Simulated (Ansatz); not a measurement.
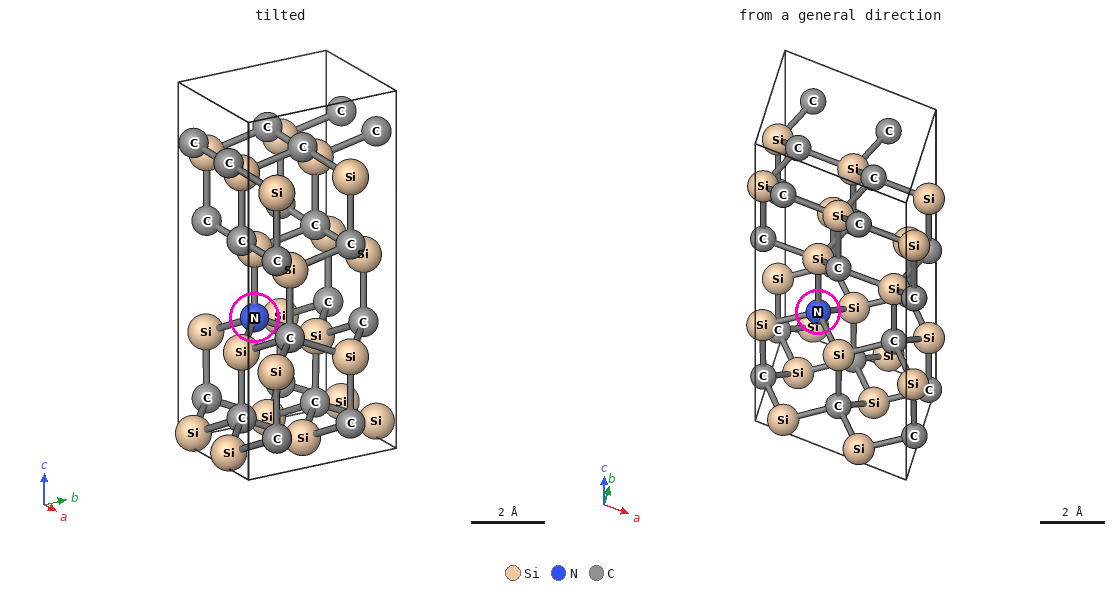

The image is a ball-and-stick drawing of a crystal, viewed slightly off an axis and from a general direction. The supercell is drawn as a box. The host is SiC, in a cell of 32 sites, and the cell carries a charge of +1. A ring marks the defect's site.

> Spot the defect.

Nitrogen on a carbon site (a substitutional impurity). It is bonded to four Si in a tetrahedral arrangement at about 1.9 Å.

The atoms were relaxed in the host's cell with Ansatz 0.2.0, DFT LDA, scalar-relativistic, plane waves, PAW.
